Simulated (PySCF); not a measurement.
# C₆H₁₂O₂: NMR shifts at several levels of theory, part 2 of 2

PySCF 2.14.0. Atoms count from 0. The steps go on from the part before.

## 5. Shielding tensors: wB97X-D/pcSseg-2

What the job is given:

```
{"job": {"kind": "nmr", "xc": "wB97X-D", "basis": "pcSseg-2", "pop": false}, "charge": 0, "multiplicity": 1}
C      2.297175    -0.677692     0.757367
C      1.385220    -0.381304    -0.424142
C     -0.057048    -0.074271    -0.050781
C     -0.204542     1.159734     0.832883
O      0.269661     2.331353     0.228852
C     -1.079361    -0.067321    -1.199632
O     -1.932036    -0.973871    -0.502849
C     -0.922970    -1.237081     0.465523
H      2.414318     0.191042     1.424603
H      1.903738    -1.506188     1.368231
H      3.303876    -0.966257     0.420220
H      1.783326     0.466248    -1.011678
H      1.387932    -1.239979    -1.116176
H      0.273453     0.975256     1.816408
H     -1.276656     1.318394     1.031403
H      1.227692     2.271461     0.161980
H     -0.697362    -0.498679    -2.144508
H     -1.562535     0.899967    -1.417509
H     -0.461419    -2.234833     0.331690
H     -1.297673    -1.159790     1.502403
```

Method: GIAO wB97X-D/pcSseg-2 NMR shielding, non-relativistic, gas phase.

Log:

```text
coarse grid: 16128 points
cycle   1  E = -386.1476168030  dE =  1.312e+00  |g| = 8.834e-01  |ddm| = 2.926e+00
cycle   2  E = -386.1039248640  dE =  4.369e-02  |g| = 1.062e+00  |ddm| = 1.684e+00
cycle   3  E = -386.2900811282  dE = -1.862e-01  |g| = 6.854e-02  |ddm| = 9.572e-01
cycle   4  E = -386.2908607735  dE = -7.796e-04  |g| = 3.088e-02  |ddm| = 7.061e-02
cycle   5  E = -386.2910499527  dE = -1.892e-04  |g| = 1.081e-02  |ddm| = 3.743e-02
cycle   6  E = -386.2910706869  dE = -2.073e-05  |g| = 2.558e-03  |ddm| = 1.003e-02
cycle   7  E = -386.2910718859  dE = -1.199e-06  |g| = 7.816e-04  |ddm| = 2.947e-03
final grid: 154128 points
cycle   8  E = -386.2901980085  dE = -3.901e-04  |g| = 6.959e-03  |ddm| = 1.078e-01
cycle   9  E = -386.2902046425  dE = -6.634e-06  |g| = 4.980e-03  |ddm| = 1.670e-02
cycle  10  E = -386.2902101435  dE = -5.501e-06  |g| = 9.305e-04  |ddm| = 4.927e-03
cycle  11  E = -386.2902102948  dE = -1.512e-07  |g| = 5.989e-04  |ddm| = 1.443e-03
cycle  12  E = -386.2902103573  dE = -6.250e-08  |g| = 7.638e-05  |ddm| = 5.061e-04
cycle  13  E = -386.2902103590  dE = -1.706e-09  |g| = 3.328e-05  |ddm| = 1.587e-04
cycle  14  E = -386.2902103593  dE = -2.929e-10  |g| = 9.390e-06  |ddm| = 5.258e-05
converged SCF energy = -386.2902103593

GIAO shielding tensors (ppm)
atom      isotropic    diamagn.    paramagn.     s11        s22        s33       span
  0 C      174.709     238.856     -64.147    167.836    172.012    184.279     16.443
  1 C      155.728     242.220     -86.492    138.713    156.501    171.971     33.258
  2 C      138.277     248.909    -110.632    124.068    140.296    150.468     26.400
  3 C      115.246     239.276    -124.030     83.623    105.049    157.066     73.444
  4 O      309.343     379.663     -70.319    284.722    298.726    344.581     59.858
  5 C      100.498     245.668    -145.169     78.989     81.327    141.180     62.191
  6 O      337.817     385.790     -47.973    286.266    342.016    385.168     98.902
  7 C      104.238     245.833    -141.595     81.858     84.232    146.623     64.765
  8 H       30.661      30.030       0.631     25.406     30.167     36.410     11.004
  9 H       30.808      29.578       1.231     26.305     29.602     36.518     10.213
 10 H       30.405      27.432       2.973     25.800     27.422     37.993     12.193
 11 H       29.871      32.324      -2.453     26.585     28.988     34.039      7.455
 12 H       29.722      31.600      -1.878     24.676     29.346     35.145     10.469
 13 H       27.576      31.657      -4.081     24.855     27.321     30.552      5.697
 14 H       27.461      30.349      -2.888     23.061     27.857     31.464      8.403
 15 H       31.139      32.091      -0.953     21.167     29.820     42.428     21.261
 16 H       27.210      31.254      -4.044     24.302     27.360     29.969      5.667
 17 H       26.988      30.700      -3.711     24.006     26.507     30.452      6.446
 18 H       27.058      31.565      -4.506     23.378     27.833     29.964      6.586
 19 H       27.598      31.123      -3.525     24.659     26.798     31.336      6.677
```

Wall time 2.5 min (8 threads of Arm Neoverse V2, shared host).

In short: δ C5 82.0, C3 69.2, C2 46.1, C1 28.7, H16 4.22, H17 4.06 ppm (means over like atoms).

## 6. Shielding tensors: KT2/pcSseg-2

Settings changed since step 5:

```diff
@@ -1,2 +1,2 @@
-{"job": {"kind": "nmr", "xc": "wB97X-D", "basis": "pcSseg-2", "pop": false}, "charge": 0, "multiplicity": 1}
+{"job": {"kind": "nmr", "xc": "KT2", "basis": "pcSseg-2", "pop": false}, "charge": 0, "multiplicity": 1}
 C      2.297175    -0.677692     0.757367
```

With the program's defaults for keys left out, this is: GIAO KT2/pcSseg-2 NMR shielding, non-relativistic, gas phase.

Log:

```text
coarse grid: 16128 points
cycle   1  E = -392.4718286156  dE =  8.606e-01  |g| = 1.044e+00  |ddm| = 3.125e+00
cycle   2  E = -391.7835508712  dE =  6.883e-01  |g| = 2.095e+00  |ddm| = 6.703e+00
cycle   3  E = -392.6761764719  dE = -8.926e-01  |g| = 2.334e-01  |ddm| = 6.007e+00
cycle   4  E = -392.6850001442  dE = -8.824e-03  |g| = 1.242e-01  |ddm| = 3.319e-01
cycle   5  E = -392.6885275684  dE = -3.527e-03  |g| = 2.851e-02  |ddm| = 1.426e-01
cycle   6  E = -392.6886546328  dE = -1.271e-04  |g| = 1.350e-02  |ddm| = 4.595e-02
cycle   7  E = -392.6886907887  dE = -3.616e-05  |g| = 2.816e-03  |ddm| = 1.732e-02
cycle   8  E = -392.6886918108  dE = -1.022e-06  |g| = 1.583e-03  |ddm| = 4.786e-03
final grid: 154128 points
cycle   9  E = -392.7186274870  dE = -7.985e-04  |g| = 1.154e-02  |ddm| = 3.119e-01
cycle  10  E = -392.7185796853  dE =  4.780e-05  |g| = 1.749e-02  |ddm| = 3.166e-02
cycle  11  E = -392.7186542083  dE = -7.452e-05  |g| = 2.268e-03  |ddm| = 2.186e-02
cycle  12  E = -392.7186548286  dE = -6.204e-07  |g| = 1.485e-03  |ddm| = 3.851e-03
cycle  13  E = -392.7186552580  dE = -4.294e-07  |g| = 2.604e-04  |ddm| = 1.787e-03
cycle  14  E = -392.7186552721  dE = -1.412e-08  |g| = 6.194e-05  |ddm| = 3.330e-04
cycle  15  E = -392.7186552729  dE = -7.893e-10  |g| = 2.340e-05  |ddm| = 1.066e-04
converged SCF energy = -392.7186552729

GIAO shielding tensors (ppm)
atom      isotropic    diamagn.    paramagn.     s11        s22        s33       span
  0 C      173.413     239.441     -66.028    166.552    170.332    183.354     16.802
  1 C      152.858     243.078     -90.220    134.610    153.686    170.278     35.668
  2 C      134.006     252.203    -118.197    117.862    136.772    147.384     29.522
  3 C      112.255     239.618    -127.363     79.062    101.114    156.588     77.526
  4 O      295.853     377.862     -82.009    270.923    288.738    327.898     56.975
  5 C       96.367     244.379    -148.012     74.011     76.743    138.346     64.335
  6 O      319.513     384.124     -64.611    261.844    326.314    370.382    108.538
  7 C      100.581     245.302    -144.721     77.171     79.735    144.838     67.667
  8 H       30.519      29.989       0.530     25.360     30.028     36.168     10.808
  9 H       30.646      29.675       0.971     26.314     29.455     36.170      9.857
 10 H       30.230      27.182       3.047     25.769     27.435     37.485     11.716
 11 H       29.477      32.103      -2.626     26.446     28.730     33.255      6.809
 12 H       29.447      31.356      -1.909     24.579     29.183     34.578      9.998
 13 H       27.066      31.305      -4.239     24.502     26.872     29.824      5.322
 14 H       27.207      29.813      -2.606     22.909     27.550     31.161      8.252
 15 H       31.157      31.979      -0.822     21.575     30.143     41.755     20.180
 16 H       26.780      30.633      -3.853     23.870     27.200     29.271      5.401
 17 H       26.583      29.963      -3.381     23.643     26.232     29.872      6.228
 18 H       26.565      31.022      -4.456     22.865     27.484     29.347      6.482
 19 H       27.154      30.491      -3.337     24.177     26.555     30.731      6.554
```

Wall time 75 s (8 threads of Arm Neoverse V2, shared host).

Key values: δ C5 83.8, C3 70.0, C2 48.3, C1 29.4, H16 4.50, H17 4.31 ppm (means over like atoms).

## 7. NMR shieldings: HF/pcSseg-2

Settings changed since step 6:

```diff
@@ -1,2 +1,2 @@
-{"job": {"kind": "nmr", "xc": "KT2", "basis": "pcSseg-2", "pop": false}, "charge": 0, "multiplicity": 1}
+{"job": {"kind": "nmr", "xc": "HF", "basis": "pcSseg-2", "pop": false}, "charge": 0, "multiplicity": 1}
 C      2.297175    -0.677692     0.757367
```

Level: GIAO HF/pcSseg-2 NMR shielding, non-relativistic, gas phase.

Log:

```text
final grid: 154128 points
cycle   1  E = -383.8400102695  dE =  1.799e+00  |g| = 8.099e-01  |ddm| = 2.975e+00
cycle   2  E = -383.9580856410  dE = -1.181e-01  |g| = 4.803e-01  |ddm| = 1.026e+00
cycle   3  E = -383.9986543588  dE = -4.057e-02  |g| = 9.048e-02  |ddm| = 4.105e-01
cycle   4  E = -384.0009426328  dE = -2.288e-03  |g| = 1.918e-02  |ddm| = 1.077e-01
cycle   5  E = -384.0010479068  dE = -1.053e-04  |g| = 4.840e-03  |ddm| = 2.702e-02
cycle   6  E = -384.0010555866  dE = -7.680e-06  |g| = 1.593e-03  |ddm| = 7.923e-03
cycle   7  E = -384.0010565298  dE = -9.432e-07  |g| = 5.616e-04  |ddm| = 3.212e-03
cycle   8  E = -384.0010566543  dE = -1.246e-07  |g| = 1.645e-04  |ddm| = 1.196e-03
cycle   9  E = -384.0010566668  dE = -1.247e-08  |g| = 3.986e-05  |ddm| = 3.956e-04
cycle  10  E = -384.0010566675  dE = -7.228e-10  |g| = 1.276e-05  |ddm| = 8.463e-05
converged SCF energy = -384.0010566675

GIAO shielding tensors (ppm)
atom      isotropic    diamagn.    paramagn.     s11        s22        s33       span
  0 C      181.077     235.337     -54.260    174.679    178.998    189.555     14.876
  1 C      165.733     239.376     -73.643    151.180    166.255    179.763     28.583
  2 C      151.027     248.310     -97.283    135.490    153.346    164.245     28.755
  3 C      129.775     236.737    -106.962    102.701    120.252    166.372     63.671
  4 O      323.744     380.150     -56.406    294.401    312.294    364.538     70.137
  5 C      115.606     243.588    -127.981     93.646    100.446    152.727     59.082
  6 O      355.079     386.984     -31.905    306.984    360.401    397.852     90.868
  7 C      119.151     243.356    -124.206     95.625    104.094    157.734     62.109
  8 H       30.952      30.171       0.781     25.493     30.440     36.923     11.430
  9 H       31.098      29.661       1.438     26.356     29.893     37.046     10.690
 10 H       30.671      27.086       3.585     25.873     27.494     38.646     12.773
 11 H       30.410      32.217      -1.807     26.802     29.331     35.097      8.296
 12 H       30.144      31.333      -1.188     24.912     29.519     36.002     11.090
 13 H       28.304      31.834      -3.530     25.438     27.756     31.718      6.280
 14 H       27.959      30.766      -2.807     23.371     28.176     32.331      8.960
 15 H       31.080      32.142      -1.062     20.585     29.241     43.413     22.827
 16 H       27.803      31.405      -3.603     24.783     27.611     31.014      6.230
 17 H       27.551      30.964      -3.413     24.299     26.869     31.484      7.185
 18 H       27.705      31.642      -3.937     23.920     28.197     30.998      7.078
 19 H       28.190      31.383      -3.194     25.086     27.124     32.360      7.274
```

It took 74 s on 8 threads of Arm Neoverse V2, shared host.

In short: δ C5 74.1, C3 61.7, C2 40.4, C1 25.7, H16 3.93, H17 3.81 ppm (means over like atoms).

## 8. Side by side: NMR shifts

Shifts (ppm) of some atoms, chosen among heavy atoms and hydrogens apart, means over like atoms, with basis size and wall time:

```
             run    C5    C3    C2   H16   H15    O4     O6  functions     time
   PBE0/pcSseg-2  82.5  69.0  45.8  4.28  0.19  20.0   -7.2        456    2 min
    PBE/pcSseg-2  85.7  72.0  47.8  4.46  0.07  29.0    4.0        456     77 s
wB97X-D/pcSseg-2  82.0  69.2  46.1  4.22  0.22  17.5  -11.0        456  2.5 min
    KT2/pcSseg-2  83.8  70.0  48.3  4.50  0.02  28.5    4.8        456     75 s
     HF/pcSseg-2  74.1  61.7  40.4  3.93  0.60   2.6  -28.7        456     74 s
```

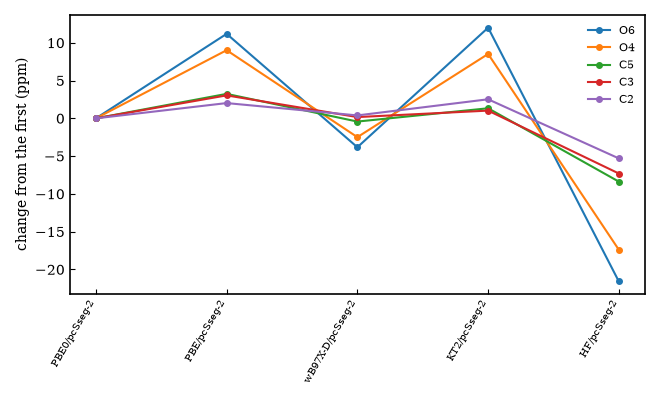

How five of the tabulated atoms move from run to run.

## 9. Summary of results

This closing draws on all 2 parts.

| quantity | value |
| --- | --- |
| point group | C1 |
| rotational constants (main isotopes) | 2.50, 1.82, 1.32 GHz |
| ¹³C shifts against TMS (PBE0/pcSseg-2, means over atoms taken as alike) | 82.5, 69.0, 45.8, 28.6, 9.2 ppm |
| ¹H shifts against TMS (PBE0/pcSseg-2, means over atoms taken as alike) | 4.28, 4.11, 3.88, 1.59, 0.71, 0.19 ppm |
| ¹⁷O shifts against H2O (PBE0/pcSseg-2) | 20.0, -7.2 ppm |
| range of the shift of O6 | -28.7 to 4.8 ppm |

**Reading.** Single values in the summary come from the first run of each kind that ended normally (PBE0/pcSseg-2), which need not be the best level. Over 12 steps the energy fell by 0.048 eV; of the close pairs, C0–H9 changed most, 1.088 to 1.102 Å. At PBE0/pcSseg-2: Shielding is most anisotropic at O6 (span 97 ppm, paramagnetic term -52 ppm). In ppm, O6 moves most: its shift spreads over 33.6 ppm, from -28.7 (HF/pcSseg-2) to 4.8 (KT2/pcSseg-2).
